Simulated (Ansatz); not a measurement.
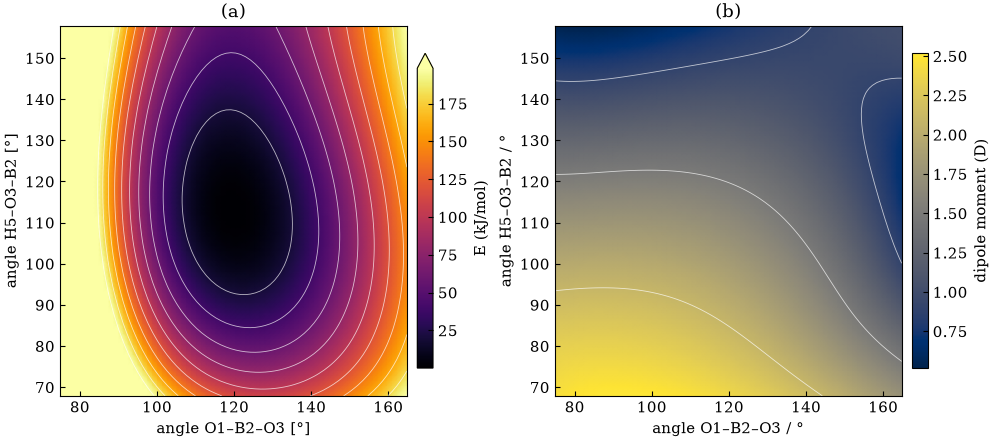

BH₂O₂, SMILES O[B]O, spin multiplicity 2. 
- The first coordinate is: angle O1–B2–O3; the second: angle H5–O3–B2.
- Nothing is relaxed (all other coordinates rigid).
- The scan uses an 11 × 11 grid.
- Energies are in kJ/mol, from the relaxed molecule at the same level.
- Method: UKS r2SCAN-D4/def2-TZVP in Ansatz.

Panel (a) is the energy; panel (b) is the computed dipole moment, in D.

In the figure: a smooth colour map with a few white contour lines, one colour for all values above the top of the scale. Between grid points the surface is interpolated.

> How does the dipole moment vary over the map, and what is it at the lowest grid point?

Leaving out the highest fifth of the energies, it runs from 0.55 D at angle O1–B2–O3 = 92.8°, angle H5–O3–B2 = 158° to 2.50 D at angle O1–B2–O3 = 101.8°, angle H5–O3–B2 = 68°. At the lowest grid point, angle O1–B2–O3 = 119.8°, angle H5–O3–B2 = 113°, it is 1.63 D.
